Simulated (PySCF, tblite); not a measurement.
# C₁₇H₁₁N: excited states

Aim: compute the excited states of C₁₇H₁₁N (`c1ccc2c(c1)ccc1ccc3cccnc3c12`).

Computed with tblite 0.8.0 and PySCF 2.14.0 and routines of our own; the level stands in each step. Atoms count from 0.

### Step 1. The starting structure

29 atoms, charge 0, multiplicity 1; geometry from: force field or distance geometry start.

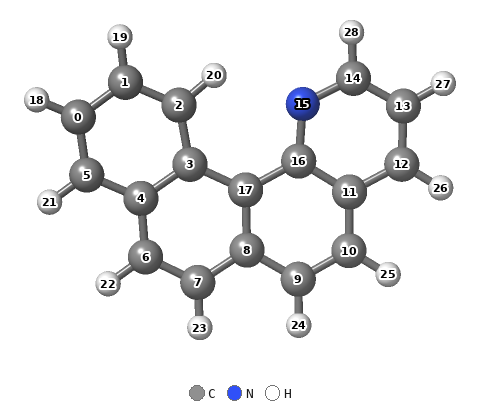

The starting geometry (carbon grey, nitrogen blue, hydrogen white).

### Step 2. Geometry optimisation with GFN2-xTB

Job settings and geometry (Å):

```
{"job": {"kind": "relax", "xc": "GFN2-xTB", "basis": "xTB"}, "charge": 0, "multiplicity": 1}
C      3.565600    -2.100100    -0.348600
C      2.322700    -2.700100    -0.181900
C      1.180300    -1.925900    -0.060500
C      1.178100    -0.494400    -0.133100
C      2.463900     0.078700    -0.298600
C      3.617700    -0.711700    -0.416700
C      2.606000     1.465800    -0.385100
C      1.505000     2.297000    -0.276900
C      0.223600     1.763000    -0.101700
C     -0.839800     2.674700    -0.008000
C     -2.138000     2.233600     0.163000
C     -2.404000     0.869100     0.256100
C     -3.732000     0.454600     0.444000
C     -4.021200    -0.895100     0.524400
C     -2.980000    -1.767600     0.438200
N     -1.693700    -1.396000     0.275600
C     -1.356000    -0.083200     0.170700
C     -0.001400     0.353300    -0.016900
H      4.458800    -2.692200    -0.426800
H      2.257500    -3.785700    -0.111200
H      0.240300    -2.462200     0.076600
H      4.596400    -0.244200    -0.551200
H      3.590700     1.923900    -0.507300
H      1.649900     3.360500    -0.346400
H     -0.655100     3.752200    -0.076000
H     -2.945000     2.967400     0.237400
H     -4.533900     1.181200     0.502900
H     -5.042100    -1.241200     0.669600
H     -3.134300    -2.847800     0.499200
```

Started as:

```
$ OMP_NUM_THREADS=1 python excited_run.py task.json out
```

This one command runs all jobs of the session in turn.

The log of the run:

```text
step      E/eV     max force
  0   -1222.53969    2.806
  1   -1222.70860    1.173
  2   -1222.75454    0.325
  3   -1222.76593    0.346
  4   -1222.78188    0.315
  5   -1222.79375    0.231
  6   -1222.80396    0.224
  7   -1222.81275    0.194
  8   -1222.81819    0.156
  9   -1222.82172    0.130
 10   -1222.82511    0.162
 11   -1222.82940    0.179
 12   -1222.83382    0.157
 13   -1222.83740    0.106
 14   -1222.84038    0.126
 15   -1222.84353    0.165
 16   -1222.84684    0.145
 17   -1222.84971    0.096
 18   -1222.85185    0.082
 19   -1222.85351    0.090
 20   -1222.85490    0.077
 21   -1222.85586    0.051
 22   -1222.85638    0.041
 23   -1222.85666    0.038
 24   -1222.85683    0.032
 25   -1222.85693    0.018
 26   -1222.85699    0.016
 27   -1222.85702    0.012
 28   -1222.85704    0.008
```

Run time: 0.5 s. Hardware: 1 thread of Arm Neoverse V1, shared host.

Step by step:

```
step  energy from step 0 (eV)  largest force (eV/Å)
   0                   0.0000                2.8056
   1                  -0.1689                1.1728
   2                  -0.2148                0.3255
   3                  -0.2262                0.3461
   4                  -0.2422                0.3149
   5                  -0.2541                0.2306
   6                  -0.2643                0.2244
   7                  -0.2731                0.1941
   8                  -0.2785                0.1557
   9                  -0.2820                0.1296
  10                  -0.2854                0.1617
  11                  -0.2897                0.1790
  12                  -0.2941                0.1570
  13                  -0.2977                0.1062
  14                  -0.3007                0.1260
  15                  -0.3038                0.1648
  16                  -0.3071                0.1450
  17                  -0.3100                0.0963
  18                  -0.3122                0.0824
  19                  -0.3138                0.0903
  20                  -0.3152                0.0774
  21                  -0.3162                0.0508
  22                  -0.3167                0.0407
  23                  -0.3170                0.0378
  24                  -0.3171                0.0317
  25                  -0.3172                0.0181
  26                  -0.3173                0.0155
  27                  -0.3173                0.0122
  28                  -0.3174                0.0076
```

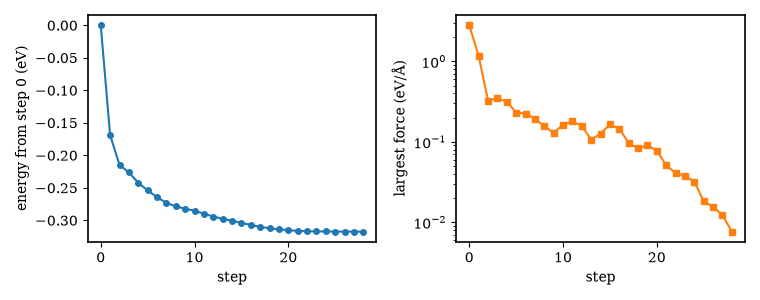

Energy and force, step by step.

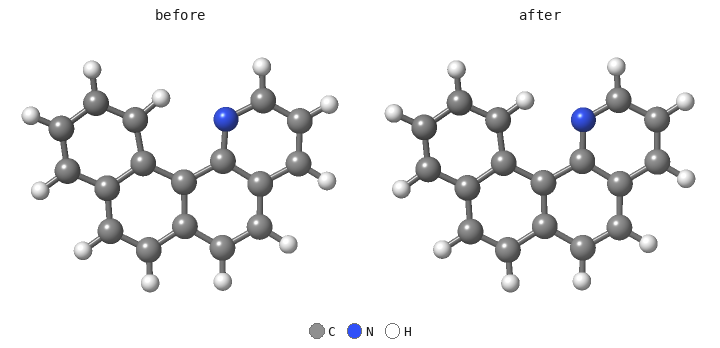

The geometry before (left) and after (right).

Distances of close pairs at the start and the end, largest changes first:

```
   bond  before (Å)  after (Å)  change (Å)
C14–N15       1.349      1.305      -0.044
C13–C14       1.361      1.399      +0.038
  C6–C7       1.384      1.353      -0.031
 C9–C10       1.382      1.353      -0.029
  C2–C3       1.433      1.409      -0.024
  C0–C5       1.391      1.368      -0.023
C10–C11       1.393      1.415      +0.022
 C8–C17       1.430      1.409      -0.021
```

The next job starts from the end point, and lists it.

### Step 3. Infrared spectrum with GFN2-xTB

Job settings and geometry (Å):

```
{"job": {"kind": "ir", "xc": "GFN2-xTB", "basis": "xTB"}, "charge": 0, "multiplicity": 1}
C      3.474149    -2.104032    -0.335849
C      2.211599    -2.674587    -0.157912
C      1.092273    -1.889168    -0.053912
C      1.165655    -0.483839    -0.121530
C      2.454364     0.086243    -0.302492
C      3.586140    -0.742295    -0.406094
C      2.608547     1.492989    -0.380559
C      1.532435     2.307101    -0.282969
C      0.228260     1.777920    -0.101881
C     -0.852944     2.693467    -0.008822
C     -2.125148     2.266871     0.164529
C     -2.393947     0.880276     0.255429
C     -3.705584     0.407224     0.435720
C     -3.940139    -0.940002     0.521206
C     -2.835318    -1.792212     0.421789
N     -1.608645    -1.379119     0.254230
C     -1.335316    -0.066713     0.165920
C      0.020811     0.386733    -0.018188
H      4.348425    -2.733390    -0.416627
H      2.116057    -3.749301    -0.101666
H      0.128027    -2.345838     0.082453
H      4.552151    -0.276424    -0.543415
H      3.601308     1.897347    -0.519384
H      1.642903     3.380669    -0.341063
H     -0.630736     3.748713    -0.080815
H     -2.949116     2.962438     0.236104
H     -4.514487     1.122238     0.504629
H     -4.933093    -1.338502     0.659806
H     -2.958539    -2.866858     0.482220
```

The log of the run:

```text
mode    cm-1     km/mol
  1      29.1      0.50
  2      65.6      1.25
  3     118.2      0.76
  4     162.5      1.40
  5     190.6      1.23
  6     231.9      0.38
  7     245.9      0.33
  8     303.7      1.33
  9     370.6      0.00
 10     376.0      0.27
 11     381.1      0.84
 12     422.1      0.55
 13     441.9      1.24
 14     469.3      0.49
 15     494.6      0.12
 16     505.2      0.10
 17     535.6      0.39
 18     542.1      1.51
 19     554.9      0.64
 20     587.1      6.38
 21     646.1      4.15
 22     683.3      0.22
 23     687.1      0.59
 24     721.0      4.22
 25     741.2      2.83
 26     754.0      1.02
 27     762.0      1.86
 28     786.1     16.94
 29     826.1      0.14
 30     839.1      0.51
 31     852.9     37.94
 32     854.4      4.33
 33     880.7      0.22
 34     909.7      0.58
 35     912.9      0.01
 36     917.4      0.67
 37     921.9      0.06
 38     924.3      0.68
 39     931.5      0.55
 40     931.5      0.55
 41    1026.3      0.12
 42    1091.6      1.72
 43    1104.4      2.63
 44    1117.6      7.34
 45    1145.9      0.72
 46    1166.3      0.43
 47    1175.0      0.00
 48    1182.4      8.43
 49    1205.7      3.94
 50    1219.8      0.28
 51    1225.4      1.44
 52    1236.4      0.46
 53    1245.3      3.74
 54    1272.1      2.14
 55    1326.0      3.19
 56    1348.0      0.97
 57    1364.1      0.12
 58    1374.3     17.95
 59    1392.1      8.03
 60    1398.3      1.87
 61    1415.5      5.38
 62    1426.1      3.64
 63    1484.4      8.41
 64    1495.4      0.11
 65    1509.7      7.94
 66    1546.0      9.11
 67    1577.3     25.40
 68    1595.5      5.98
 69    1606.2      0.11
 70    1623.6      0.68
 71    3042.2     40.31
 72    3058.2     25.01
 73    3063.7      6.15
 74    3066.1     25.10
 75    3067.9      0.88
 76    3074.9     29.26
 77    3078.2     48.79
 78    3081.4    136.08
 79    3086.6     86.23
 80    3093.2     59.78
 81    3144.1     12.28
```

Wall time 2.6 s (1 thread of Arm Neoverse V1, shared host).

The strongest bands and the atoms that carry them (share of the mass-weighted mode):

```
cm⁻¹  km/mol                                   atoms
 853    37.9  H25 19 %, H22 13 %, H23 13 %, H24 12 %
1577    25.4                      C14 14 %, C10 11 %
3042    40.3                                H28 92 %
3075    29.3            H19 57 %, H18 22 %, H21 12 %
3078    48.8  H22 29 %, H23 26 %, H24 17 %, H25 16 %
3081   136.1  H24 38 %, H23 21 %, H25 19 %, H22 11 %
3087    86.2                      H18 50 %, H19 31 %
3093    59.8                                H27 88 %
```

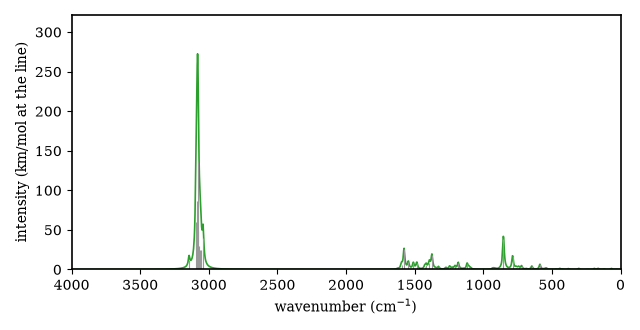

The infrared spectrum from these modes, unscaled. Lines are broadened to a width of 14 cm⁻¹ (Lorentzian).

### Step 4. Excited states: TDA B3LYP/def2-SVP

The job, as its differences from that of step 3:

```diff
@@ -1,2 +1,2 @@
-{"job": {"kind": "ir", "xc": "GFN2-xTB", "basis": "xTB"}, "charge": 0, "multiplicity": 1}
+{"job": {"kind": "states", "xc": "B3LYP", "basis": "def2-SVP", "tda": true, "soc": true, "nstates": 8, "ntriplets": 4, "nquad": 4}, "charge": 0, "multiplicity": 1}
 C      3.474149    -2.104032    -0.335849
```

Method: TDA B3LYP/def2-SVP excited states, vertical, gas phase, spin-orbit mean-field couplings.

The log of the run:

```text
coarse grid: 26344 points
cycle   1  E = -708.4838506209  dE =  3.588e+00  |g| = 5.198e-01  |ddm| = 8.002e+00
cycle   2  E = -708.4810726771  dE =  2.778e-03  |g| = 5.636e-01  |ddm| = 1.922e+00
cycle   3  E = -708.5616280554  dE = -8.056e-02  |g| = 1.292e-01  |ddm| = 8.777e-01
cycle   4  E = -708.5648116514  dE = -3.184e-03  |g| = 5.619e-02  |ddm| = 1.958e-01
cycle   5  E = -708.5654697177  dE = -6.581e-04  |g| = 2.262e-02  |ddm| = 1.050e-01
cycle   6  E = -708.5656103012  dE = -1.406e-04  |g| = 6.238e-03  |ddm| = 3.834e-02
cycle   7  E = -708.5656197811  dE = -9.480e-06  |g| = 2.281e-03  |ddm| = 1.133e-02
final grid: 260624 points
cycle   8  E = -708.7065477051  dE = -8.645e-05  |g| = 8.087e-03  |ddm| = 1.269e-01
cycle   9  E = -708.7065197604  dE =  2.794e-05  |g| = 1.274e-02  |ddm| = 3.251e-02
cycle  10  E = -708.7065646988  dE = -4.494e-05  |g| = 3.102e-03  |ddm| = 2.105e-02
cycle  11  E = -708.7065673410  dE = -2.642e-06  |g| = 4.767e-04  |ddm| = 4.128e-03
cycle  12  E = -708.7065673879  dE = -4.687e-08  |g| = 2.382e-04  |ddm| = 9.640e-04
cycle  13  E = -708.7065674019  dE = -1.395e-08  |g| = 7.630e-05  |ddm| = 3.561e-04
cycle  14  E = -708.7065674032  dE = -1.389e-09  |g| = 1.922e-05  |ddm| = 1.151e-04
cycle  15  E = -708.7065674033  dE = -9.459e-11  |g| = 6.942e-06  |ddm| = 3.493e-05
converged SCF energy = -708.7065674033

Singlet excitations
state   eV       nm        f     d(h-e)  d(exc)  Lambda  PR(NTO)  |dmu|/D   mu/D   main configurations
  1   3.6874   336.2   0.03861   1.772   4.572   0.725   1.563    4.436    3.012   H->L 0.50, H-1->L 0.22, H->L+1 0.17
  2   3.8328   323.5   0.01392   1.540   4.461   0.711   1.417    4.183    2.828   H-1->L 0.42, H->L 0.35, H->L+1 0.16
  3   3.9070   317.3   0.00106   1.276   3.604   0.434   1.004    2.275    2.283   H-2->L 0.97
  4   4.4747   277.1   0.00001   1.679   3.809   0.307   1.004    3.229    3.497   H-2->L+1 0.95
  5   4.5357   273.4   0.31331   2.154   4.732   0.705   1.769                     H->L+1 0.44, H-1->L+1 0.20, H-1->L 0.13
  6   4.5875   270.3   0.28001   2.171   4.691   0.755   1.980                     H-1->L+1 0.35, H-3->L 0.29, H-1->L 0.11
  7   4.8049   258.0   0.10376   0.614   3.848   0.745   3.040                     H->L+3 0.23, H->L+2 0.20, H-3->L 0.18
  8   5.1059   242.8   0.06033   0.270   4.753   0.760   2.070                     H-4->L 0.36, H-3->L 0.18, H->L+2 0.14

Triplet excitations (Tamm-Dancoff)
state   eV     d(h-e)  d(exc)  Lambda  PR(NTO)   main configurations
  1   2.8484   0.684   3.851   0.743   1.280   H->L 0.75
  2   3.2204   0.826   3.992   0.708   1.206   H-1->L 0.80
  3   3.4860   1.097   3.283   0.435   1.007   H-2->L 0.89
  4   3.5271   0.951   4.078   0.724   1.226   H->L+1 0.47, H-1->L+1 0.35, H->L 0.10
S1 - T1 = 0.8390 eV

Spin-orbit couplings |<S|Hso|T>| (cm-1)
             T1       T2       T3       T4
S0        0.016    0.004   20.357    0.026
S1        0.032    0.008    1.755    0.043
S2        0.021    0.015    2.767    0.013
S3        4.528    2.242    0.089    1.217
S4        0.586    1.050    0.211    1.274
S5        0.040    0.063    0.234    0.045
S6        0.037    0.044    0.728    0.058
S7        0.013    0.010    0.564    0.019
S8        0.003    0.031    4.415    0.019
T1 sublevels (cm-1): 0.000 0.000 0.002   radiative rates (1/s): 2.27e-05 0.0016 0.0179
```

Run time: 3.9 min. Hardware: 1 thread of Arm Neoverse V1, shared host; peak memory 1.5 GiB.

Key values:

```
  quantity    value
S1 less T1  0.84 eV
```

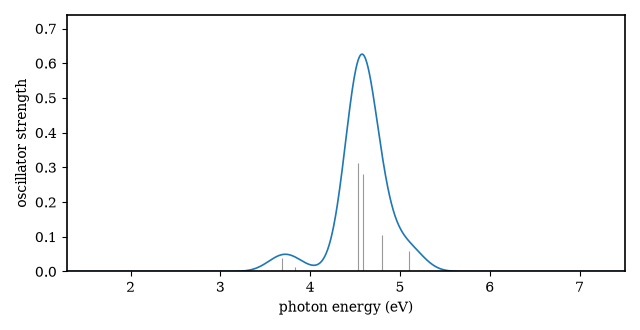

Absorption lines of the singlets. Lines are broadened to a width of 0.40 eV (Gaussian).

The fields below are evaluated on a grid from the run's orbitals.

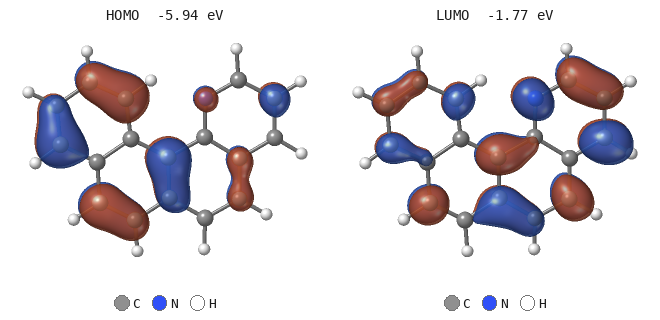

B3LYP/def2-SVP orbitals near the gap, drawn at the value that encloses 70 % of each; the two colours are the two signs.

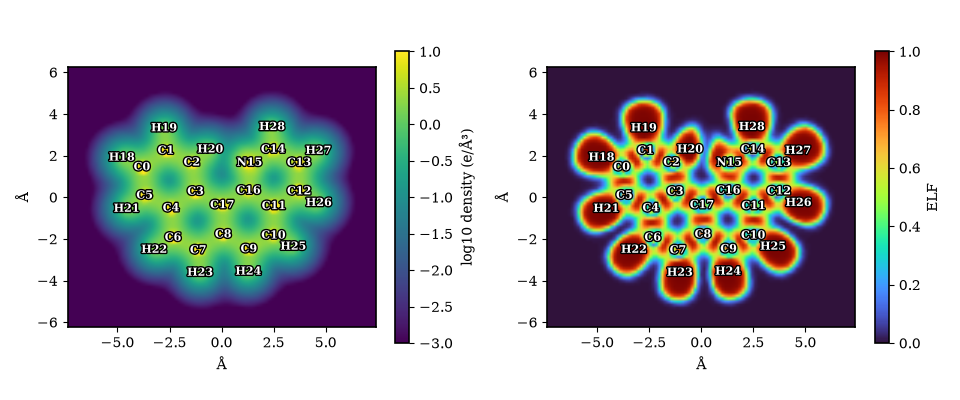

Density (left) and ELF (right) in a plane through or near 29 of the atoms.

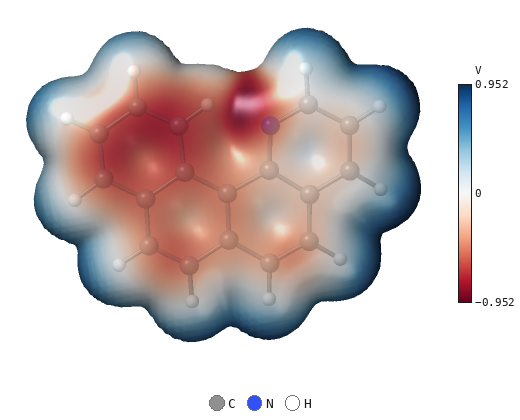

Electrostatic potential on the surface of density 0.002 e/bohr³; red is low, blue high. It runs from -0.80 to 0.95 V.

### Step 5. What came out

```
                                                                  quantity                  value
                                 strongest single infrared mode (GFN2-xTB)  3081 cm⁻¹, 136 km/mol
                                              zero-point energy (GFN2-xTB)         139.0 kcal/mol
                                   S1 less T1 (step 4, TDA B3LYP/def2-SVP)                0.84 eV
potential on the surface of density 0.002 e/bohr³, 1st and 99th percentile     -0.80 V and 0.95 V
```

What this shows: No mode is imaginary among the 81: a minimum at this level. GFN2-xTB is a fitted tight-binding method: band positions and strengths are rough. Its intensities can rank the bands wrongly. In step 4, the number of triplets below S1 is at least 4, and the largest singlet-triplet spin-orbit coupling is S0–T3, 20.36 cm⁻¹. By nearest atom (B3LYP/def2-SVP), the HOMO sits on 4 C atoms about 13 % each; C1, C7 about 7 % each and the LUMO on C12, C17 about 12 % each; N15 11 %.
